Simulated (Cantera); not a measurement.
Feed: 1 mol C3H6, 0.69 mol NH3, 2.6 mol H2, equilibrated at 1.28 Torr.

Equilibrium computed with Cantera from the NASA thermochemical tables; the gas is ideal and each condensed phase is pure. Candidate condensed phases: C, C6H6, C7H8, C8H18; 92 gas species. The numbers say what is thermodynamically allowed, not how fast it happens.

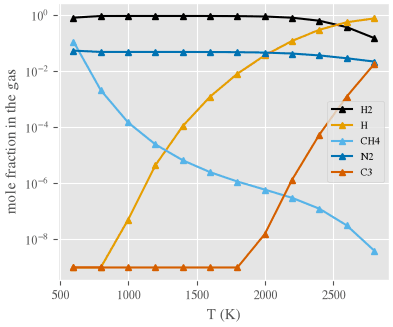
*Equilibrium gas composition (values under 1e-9 drawn at 1e-9)*

From 598 K to 2798 K the condensed part is C(graphite). The main C-bearing gas is CH4 at 598 K and C3 at 2798 K.
